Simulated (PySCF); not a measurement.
Be(F)(SH), SMILES [F][Be][SH] at its B3LYP/def2-SVP optimised geometry (Å):

```
4

Be    -0.2566    -0.0088     0.0000
F     -1.6447     0.0088    -0.0476
S      1.6447    -0.0088     0.0000
H      1.7049    -0.3727     1.3054
```

Calculation: B3LYP/def2-TZVP (PySCF 2.14.0). Cells within 0.4 Å of a nucleus heavier than hydrogen are left out (blank, or x).

Map of the electron localisation function on the plane z = 0.0 Å:

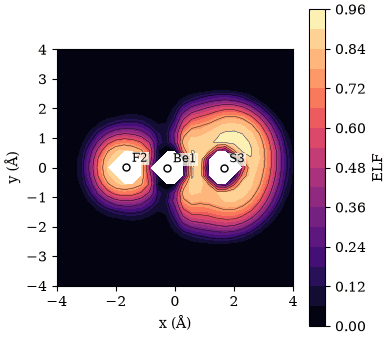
Electron localisation function on the plane z = 0.0 Å.
